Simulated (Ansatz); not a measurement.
# WH₆ClO₂F: molecular dynamics (part 2 of 2)

The same run, continued: WH₆ClO₂F; RHF/def2-SVP (Ansatz 0.2.0). It belongs to a series of runs on one base structure; here: dynamics from the highest image of the converged band.

Geometry of the input (Å):
```
W  -0.2511  -0.6592  0.0404
Cl 0.0265  -0.4917  3.0213
H  0.7981  0.8901  -0.4091
H  0.6397  1.0126  0.3668
O  -1.7459  0.3613  -0.1131
H  -2.4199  1.0043  0.0351
F  -0.5847  -2.5244  0.2814
H  0.0094  -0.8797  -1.6041
O  1.5398  -1.1278  0.8898
H  1.9140  -1.9943  0.7797
H  1.0943  -0.9113  2.0571
```

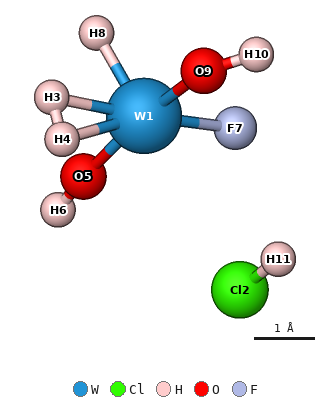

*The geometry at step 137 of the log (ball-and-stick view, seen at a tilt; atoms are numbered from 1 in the order of the input).*

Log, continued
```
md step   116: t =    58.00 fs  T =   531.5 K  F+E_penalty+E_count = -21176.37097796 eV  E_kin = 0.618346 eV  conserved = -21175.75263232 eV  (74 SCF iters)
md step   117: t =    58.50 fs  T =   529.3 K  F+E_penalty+E_count = -21176.36852948 eV  E_kin = 0.615742 eV  conserved = -21175.75278724 eV  (57 SCF iters)
md step   118: t =    59.00 fs  T =   535.3 K  F+E_penalty+E_count = -21176.37603268 eV  E_kin = 0.622722 eV  conserved = -21175.75331088 eV  (57 SCF iters)
md step   119: t =    59.50 fs  T =   543.1 K  F+E_penalty+E_count = -21176.38559334 eV  E_kin = 0.631767 eV  conserved = -21175.75382588 eV  (58 SCF iters)
md step   120: t =    60.00 fs  T =   545.9 K  F+E_penalty+E_count = -21176.38916634 eV  E_kin = 0.635117 eV  conserved = -21175.75404977 eV  (60 SCF iters)
md step   121: t =    60.50 fs  T =   540.6 K  F+E_penalty+E_count = -21176.38284966 eV  E_kin = 0.628882 eV  conserved = -21175.75396760 eV  (73 SCF iters)
md step   122: t =    61.00 fs  T =   527.5 K  F+E_penalty+E_count = -21176.36736385 eV  E_kin = 0.613644 eV  conserved = -21175.75371973 eV  (59 SCF iters)
md step   123: t =    61.50 fs  T =   509.5 K  F+E_penalty+E_count = -21176.34616694 eV  E_kin = 0.592743 eV  conserved = -21175.75342406 eV  (59 SCF iters)
md step   124: t =    62.00 fs  T =   490.4 K  F+E_penalty+E_count = -21176.32368519 eV  E_kin = 0.570558 eV  conserved = -21175.75312687 eV  (56 SCF iters)
md step   125: t =    62.50 fs  T =   474.1 K  F+E_penalty+E_count = -21176.30444238 eV  E_kin = 0.551571 eV  conserved = -21175.75287173 eV  (60 SCF iters)
md step   126: t =    63.00 fs  T =   463.9 K  F+E_penalty+E_count = -21176.29241520 eV  E_kin = 0.539713 eV  conserved = -21175.75270233 eV  (65 SCF iters)
md step   127: t =    63.50 fs  T =   462.1 K  F+E_penalty+E_count = -21176.29025070 eV  E_kin = 0.537580 eV  conserved = -21175.75267073 eV  (61 SCF iters)
md step   128: t =    64.00 fs  T =   469.0 K  F+E_penalty+E_count = -21176.29843344 eV  E_kin = 0.545628 eV  conserved = -21175.75280591 eV  (60 SCF iters)
md step   129: t =    64.50 fs  T =   482.9 K  F+E_penalty+E_count = -21176.31482563 eV  E_kin = 0.561727 eV  conserved = -21175.75309875 eV  (75 SCF iters)
md step   130: t =    65.00 fs  T =   499.7 K  F+E_penalty+E_count = -21176.33482141 eV  E_kin = 0.581324 eV  conserved = -21175.75349706 eV  (78 SCF iters)
md step   131: t =    65.50 fs  T =   514.3 K  F+E_penalty+E_count = -21176.35222576 eV  E_kin = 0.598331 eV  conserved = -21175.75389517 eV  (61 SCF iters)
md step   132: t =    66.00 fs  T =   521.6 K  F+E_penalty+E_count = -21176.36096705 eV  E_kin = 0.606829 eV  conserved = -21175.75413772 eV  (73 SCF iters)
md step   133: t =    66.50 fs  T =   518.7 K  F+E_penalty+E_count = -21176.35750541 eV  E_kin = 0.603429 eV  conserved = -21175.75407591 eV  (74 SCF iters)
md step   134: t =    67.00 fs  T =   506.6 K  F+E_penalty+E_count = -21176.34302628 eV  E_kin = 0.589345 eV  conserved = -21175.75368098 eV  (59 SCF iters)
md step   135: t =    67.50 fs  T =   490.5 K  F+E_penalty+E_count = -21176.32374579 eV  E_kin = 0.570620 eV  conserved = -21175.75312572 eV  (104 SCF iters)
md step   136: t =    68.00 fs  T =   477.5 K  F+E_penalty+E_count = -21176.30822177 eV  E_kin = 0.555508 eV  conserved = -21175.75271401 eV  (76 SCF iters)
md step   137: t =    68.50 fs  T =   472.9 K  F+E_penalty+E_count = -21176.30280935 eV  E_kin = 0.550144 eV  conserved = -21175.75266584 eV  (64 SCF iters)
md step   138: t =    69.00 fs  T =   477.4 K  F+E_penalty+E_count = -21176.30836471 eV  E_kin = 0.555407 eV  conserved = -21175.75295795 eV  (75 SCF iters)
md step   139: t =    69.50 fs  T =   487.5 K  F+E_penalty+E_count = -21176.32050451 eV  E_kin = 0.567131 eV  conserved = -21175.75337325 eV  (76 SCF iters)
md step   140: t =    70.00 fs  T =   497.8 K  F+E_penalty+E_count = -21176.33279615 eV  E_kin = 0.579116 eV  conserved = -21175.75367969 eV  (76 SCF iters)
md step   141: t =    70.50 fs  T =   504.2 K  F+E_penalty+E_count = -21176.34030499 eV  E_kin = 0.586542 eV  conserved = -21175.75376307 eV  (61 SCF iters)
md step   142: t =    71.00 fs  T =   505.3 K  F+E_penalty+E_count = -21176.34146531 eV  E_kin = 0.587826 eV  conserved = -21175.75363951 eV  (60 SCF iters)
md step   143: t =    71.50 fs  T =   502.5 K  F+E_penalty+E_count = -21176.33796263 eV  E_kin = 0.584565 eV  conserved = -21175.75339714 eV  (59 SCF iters)
md step   144: t =    72.00 fs  T =   498.8 K  F+E_penalty+E_count = -21176.33343237 eV  E_kin = 0.580295 eV  conserved = -21175.75313704 eV  (58 SCF iters)
md step   145: t =    72.50 fs  T =   497.6 K  F+E_penalty+E_count = -21176.33186317 eV  E_kin = 0.578917 eV  conserved = -21175.75294586 eV  (58 SCF iters)
md step   146: t =    73.00 fs  T =   501.4 K  F+E_penalty+E_count = -21176.33619360 eV  E_kin = 0.583310 eV  conserved = -21175.75288404 eV  (73 SCF iters)
md step   147: t =    73.50 fs  T =   510.9 K  F+E_penalty+E_count = -21176.34734519 eV  E_kin = 0.594376 eV  conserved = -21175.75296875 eV  (73 SCF iters)
these checks for a lower state are left out or cut short: starts, cluster_reference, orbital_swaps, neighbouring_geometries, increment
1265 factors; integrals over basis functions are off by at most 4.9e-4 eV
mean field -21176.36395506 eV, -778.2170214933 hartree, gradient 1.2e-5 eV, S^2 0.000000; 0 other end points of the search recorded, 0 dependent functions left out
the calculation of the forces begins
reference -21176.36395506 eV, -778.2170214933 hartree; 31, 31 occupied and 91, 91 virtual orbitals, 1265 factors
1265 factors; integrals over basis functions are off by at most 4.9e-4 eV
mean field evaluation 1504: about -21176.3640 eV, gradient 1.2e-5 eV
mean field -21176.36395506 eV, -778.2170214933 hartree, gradient 1.2e-5 eV, S^2 0.000000; 1 other end points of the search recorded, 0 dependent functions left out
the calculation of the forces begins
reference -21176.36395506 eV, -778.2170214933 hartree; 31, 31 occupied and 91, 91 virtual orbitals, 1265 factors
md step   148: t =    74.00 fs  T =   525.0 K  F+E_penalty+E_count = -21176.36395506 eV  E_kin = 0.610792 eV  conserved = -21175.75316334 eV  (104 SCF iters)
```

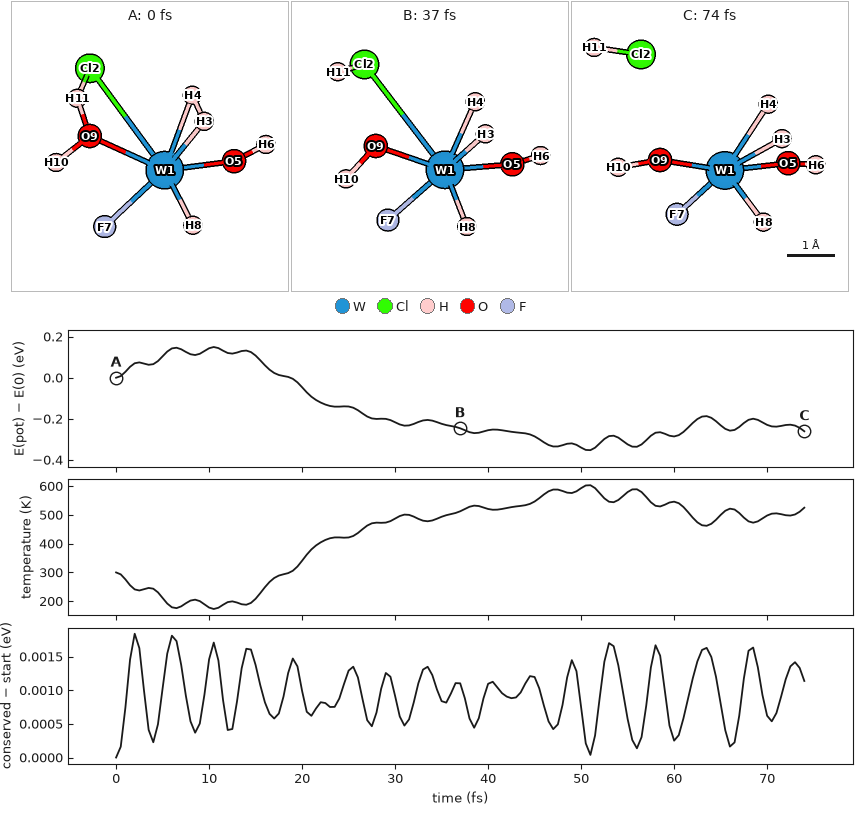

*Frames of the molecular dynamics (ball-and-stick, seen at a tilt) above the curves, on which the letters mark them.*

The trajectory kept here has 149 frames over 74 fs. The temperature starts at 300 K, ranges from 173 to 603 K and averages 533 K over the second half. The potential energy ends 0.261 eV below its first value. The conserved quantity stays within 0.0018 eV. After an unweighted best fit of the last frame on the first, the root-mean-square displacement is 0.66 Å, and H11 has moved furthest (1.66 Å).

```
Total energy: -21176.36395506 eV, -778.2170214933 hartree
Atom 0 at    -0.176143    -0.650298    -0.037986 Å, force     0.292301     0.779054    -0.157274 eV/Å
Atom 1 at    -0.141562    -0.524105     3.536351 Å, force     1.261372    -0.367157     0.228118 eV/Å
Atom 2 at     0.310439     0.930557    -0.844373 Å, force     0.260706     0.559359     0.644432 eV/Å
Atom 3 at     0.346548     1.171248    -0.004376 Å, force     0.066934    -0.558880    -0.677278 eV/Å
Atom 4 at    -1.870756     0.090257     0.003512 Å, force     0.076195     0.046275    -0.074496 eV/Å
Atom 5 at    -2.785969     0.298790     0.050541 Å, force     0.029936    -0.038665     0.070149 eV/Å
Atom 6 at    -0.924887    -2.304746     0.550064 Å, force     0.155649    -0.718074     0.202123 eV/Å
Atom 7 at    -0.106505    -0.663504    -1.705460 Å, force    -0.034902    -0.175914    -0.073412 eV/Å
Atom 8 at     1.640182    -1.141689     0.183810 Å, force    -1.378811     0.550886    -0.049058 eV/Å
Atom 9 at     2.218761    -1.817615     0.459122 Å, force     0.538706    -0.467688     0.103283 eV/Å
Atom 10 at     1.100245    -0.906486     3.733163 Å, force    -1.268087     0.390804    -0.216588 eV/Å
Dipole moment:     0.371812     0.446123     0.341653 e Å
```

Trajectory as extended XYZ (Å, eV, eV/Å), 10 of the 149 frames kept, from step=0 to step=148
```
11
Properties=species:S:1:pos:R:3:forces:R:3 step=0 time_fs=0.0 energy=-21176.10330 temperature=300.0
W    -0.2511   -0.6592    0.0404   -0.0001  -0.0003   0.0000
Cl    0.0265   -0.4917    3.0213    0.0000   0.0000   0.0000
H     0.7981    0.8901   -0.4091    0.0000   0.0001   0.0001
H     0.6397    1.0126    0.3668    0.0001   0.0001  -0.0001
O    -1.7459    0.3613   -0.1131    0.0000   0.0000   0.0001
H    -2.4199    1.0043    0.0351    0.0000   0.0000  -0.0001
F    -0.5847   -2.5244    0.2814    0.0000   0.0001   0.0000
H     0.0094   -0.8797   -1.6041    0.0000   0.0000   0.0000
O     1.5398   -1.1278    0.8898   -0.0001   0.0000   0.0000
H     1.9140   -1.9943    0.7797    0.0001   0.0000   0.0000
H     1.0943   -0.9113    2.0571    0.0000   0.0000  -0.0001
11
Properties=species:S:1:pos:R:3:forces:R:3 step=16 time_fs=8.0 energy=-21175.98903 temperature=202.2
W    -0.2488   -0.6504    0.0315    1.9496  -1.3741   0.0805
Cl    0.0320   -0.5108    3.0387   -0.3149   0.1974   0.5088
H     0.7722    1.0456   -0.5295   -0.3402  -0.4166   0.7430
H     0.5941    1.1269    0.2596    0.2611  -0.0615  -0.4916
O    -1.7461    0.3207   -0.1184   -1.0872   0.6386   0.1577
H    -2.4827    0.8815    0.0724    0.0667  -0.0503  -0.0892
F    -0.6044   -2.5224    0.3265   -0.1525   0.4475  -0.0814
H    -0.0589   -0.9218   -1.6134    0.0968   0.0491   0.0106
O     1.5395   -1.1554    0.8996   -0.2890   0.5707  -0.5349
H     1.9474   -2.0082    0.9523   -0.1173  -0.1466  -0.4234
H     1.0446   -0.8956    2.1712   -0.0730   0.1458   0.1199
11
Properties=species:S:1:pos:R:3:forces:R:3 step=33 time_fs=16.5 energy=-21176.06421 temperature=267.0
W    -0.2401   -0.6459    0.0226    1.4220  -0.9808   0.6828
Cl    0.0289   -0.5263    3.0691   -0.4818   0.3491   0.7762
H     0.6578    0.9770   -0.5855    0.2245   0.2764   0.4488
H     0.6140    1.2227    0.1915   -0.1675  -0.8039  -0.5706
O    -1.7812    0.2974   -0.1187   -0.9736   0.4286   0.3295
H    -2.5830    0.7768    0.0770    0.5916  -0.3072  -0.1805
F    -0.6305   -2.5059    0.3710   -0.1826   0.3983  -0.2421
H    -0.0664   -0.9346   -1.6219    0.1466   0.0510   0.0377
O     1.5285   -1.1655    0.8859   -0.5610   0.9453  -1.1585
H     1.8789   -2.0413    0.8827   -0.0102  -0.3113  -0.2560
H     1.0571   -0.8355    2.2906   -0.0081  -0.0454   0.1326
11
Properties=species:S:1:pos:R:3:forces:R:3 step=49 time_fs=24.5 energy=-21176.24263 temperature=420.7
W    -0.2271   -0.6452    0.0163    0.2650   0.3893  -0.2376
Cl    0.0171   -0.5346    3.1121   -1.1355   0.4611   1.1518
H     0.6706    0.9207   -0.6924   -0.2713  -0.3315   1.2494
H     0.5559    1.0396    0.1629    0.2819   0.1413  -0.7987
O    -1.8292    0.2794   -0.1116   -0.1389  -0.2507   0.2778
H    -2.6703    0.7026    0.0553    0.8080  -0.3143  -0.1126
F    -0.6615   -2.4780    0.4061   -0.2741  -0.0613  -0.0286
H     0.0129   -0.9202   -1.6206    0.0308  -0.0858   0.0075
O     1.5017   -1.1523    0.8269   -0.5009   0.5552  -1.2997
H     1.7341   -2.0548    0.6669    0.2017  -0.2688   0.0555
H     1.0750   -0.8094    2.4757    0.7332  -0.2344  -0.2648
11
Properties=species:S:1:pos:R:3:forces:R:3 step=66 time_fs=33.0 energy=-21176.31123 temperature=479.9
W    -0.2134   -0.6443    0.0093   -1.1665   1.0916  -0.2440
Cl   -0.0053   -0.5375    3.1724    0.6143  -0.0628   0.1502
H     0.6850    0.7450   -0.6776    0.1166   0.7720   0.5716
H     0.5993    1.0236    0.1809   -0.1279  -0.5757  -0.7981
O    -1.8575    0.2380   -0.0989   -0.2635  -0.0865   0.1265
H    -2.7086    0.6564    0.0485    1.0485  -0.4149  -0.1079
F    -0.7039   -2.4509    0.4415   -0.3218  -0.4508  -0.0495
H     0.1207   -0.9418   -1.6158   -0.1560  -0.0331   0.0819
O     1.4632   -1.1298    0.7139    0.7412   0.0894  -0.2203
H     1.6510   -2.0286    0.4965    0.3949  -0.5404   0.1148
H     1.1753   -0.8359    2.6980   -0.8798   0.2111   0.3749
11
Properties=species:S:1:pos:R:3:forces:R:3 step=82 time_fs=41.0 energy=-21176.35614 temperature=518.2
W    -0.2046   -0.6414    0.0016   -1.5936  -0.2104  -0.8475
Cl   -0.0295   -0.5376    3.2371    0.9119  -0.1615   0.0499
H     0.7687    0.8682   -0.6467   -0.1735  -0.1997  -0.7081
H     0.6284    0.9897    0.1219    0.0449   0.7223   0.8003
O    -1.8595    0.1803   -0.0873   -0.9975   0.7764   0.1564
H    -2.6844    0.6424    0.0708    0.9376  -0.5152  -0.1650
F    -0.7543   -2.4385    0.4738   -0.1690  -0.0757  -0.0404
H     0.1418   -0.9772   -1.6046   -0.1916   0.0939  -0.1681
O     1.4605   -1.1224    0.5934    2.0226  -0.2162   0.6868
H     1.7290   -2.0163    0.4679    0.2801  -0.4858   0.0446
H     1.2096   -0.8574    2.9656   -1.0718   0.2720   0.1912
11
Properties=species:S:1:pos:R:3:forces:R:3 step=99 time_fs=49.5 energy=-21176.42992 temperature=581.9
W    -0.1999   -0.6383   -0.0092    0.1164  -1.2993   0.0966
Cl   -0.0557   -0.5363    3.3110   -0.4730   0.1915   0.1620
H     0.7014    0.9781   -0.6401    0.0707  -0.2254  -1.6031
H     0.6654    1.1448    0.0921   -0.2978   0.0945   1.3348
O    -1.8623    0.1278   -0.0751   -1.1057   1.1949   0.2890
H    -2.6559    0.6298    0.0989    0.6482  -0.5411  -0.2059
F    -0.8131   -2.4267    0.5054    0.1881   0.4907  -0.2873
H     0.0354   -0.9488   -1.6491   -0.0878   0.2267   0.0570
O     1.5359   -1.1405    0.4864    0.2685   0.6083   0.2472
H     1.8977   -2.0027    0.5114    0.2907  -0.6309   0.0089
H     1.1617   -0.8620    3.2339    0.3818  -0.1100  -0.0993
11
Properties=species:S:1:pos:R:3:forces:R:3 step=115 time_fs=57.5 energy=-21176.38567 temperature=543.9
W    -0.1950   -0.6386   -0.0194    0.8948  -1.5180   0.5339
Cl   -0.0820   -0.5335    3.3834   -1.4426   0.4504   0.0220
H     0.5627    1.0284   -0.7115    0.0459  -0.2721  -1.1802
H     0.5606    1.1607    0.0405   -0.1000   0.1056   1.0962
O    -1.8752    0.1027   -0.0583   -0.4845   0.8694   0.3916
H    -2.6854    0.5793    0.1002    0.5912  -0.4817  -0.1705
F    -0.8626   -2.4002    0.5263    0.4185   0.6126  -0.2880
H    -0.1166   -0.8107   -1.6793    0.1793   0.0191  -0.0574
O     1.6292   -1.1611    0.3965   -1.7453   1.2082  -0.3757
H     2.0589   -1.9764    0.5468    0.2538  -0.6012   0.0450
H     1.1083   -0.8664    3.4316    1.3890  -0.3922  -0.0169
11
Properties=species:S:1:pos:R:3:forces:R:3 step=132 time_fs=66.0 energy=-21176.36097 temperature=521.6
W    -0.1865   -0.6433   -0.0290    0.6460  -0.8238  -0.0828
Cl   -0.1124   -0.5290    3.4618    0.0264   0.0190   0.0574
H     0.4087    0.9639   -0.8038    0.0630  -0.0453  -0.0465
H     0.3834    1.1096    0.0015    0.2733   0.3742   0.2546
O    -1.8818    0.0945   -0.0299    0.3100   0.1385   0.2021
H    -2.7463    0.4596    0.0732    0.2287  -0.1610  -0.0200
F    -0.9010   -2.3520    0.5391    0.3840   0.0728  -0.0219
H    -0.1756   -0.6667   -1.7056    0.2238  -0.2378   0.0859
O     1.6732   -1.1621    0.2919   -2.4405   1.2190  -0.4821
H     2.1673   -1.9149    0.5338    0.3383  -0.5727   0.1066
H     1.1032   -0.8866    3.5997   -0.0529   0.0173  -0.0531
11
Properties=species:S:1:pos:R:3:forces:R:3 step=148 time_fs=74.0 energy=-21176.36396 temperature=525.0
W    -0.1761   -0.6503   -0.0380    0.2923   0.7791  -0.1573
Cl   -0.1416   -0.5241    3.5364    1.2614  -0.3672   0.2281
H     0.3104    0.9306   -0.8444    0.2607   0.5594   0.6444
H     0.3465    1.1712   -0.0044    0.0669  -0.5589  -0.6773
O    -1.8708    0.0903    0.0035    0.0762   0.0463  -0.0745
H    -2.7860    0.2988    0.0505    0.0299  -0.0387   0.0701
F    -0.9249   -2.3047    0.5501    0.1556  -0.7181   0.2021
H    -0.1065   -0.6635   -1.7055   -0.0349  -0.1759  -0.0734
O     1.6402   -1.1417    0.1838   -1.3788   0.5509  -0.0491
H     2.2188   -1.8176    0.4591    0.5387  -0.4677   0.1033
H     1.1002   -0.9065    3.7332   -1.2681   0.3908  -0.2166
```

Summary

```json
{"quantity": "outcome", "value": "finished"}
{"quantity": "mean temperature over the second half", "value": "533 K"}
{"quantity": "trajectory", "value": "148 steps, 74 fs"}
{"quantity": "ensemble", "value": "nve"}
{"quantity": "temperature in the input", "value": "300.0 K"}
{"quantity": "time step", "value": "0.5 fs"}
{"quantity": "potential energy (last step)", "value": "−21176.3640 eV"}
{"quantity": "mean-field energy (last step)", "value": "−21176.3640 eV"}
{"quantity": "largest force (length of the vector) (last step)", "value": "1.486 eV/Å"}
{"quantity": "wall time", "value": "4.1 min (CPU time 7.7 min)"}
{"quantity": "peak memory", "value": "0.29 GiB"}
```

Notes

So short a trajectory is not equilibrated.
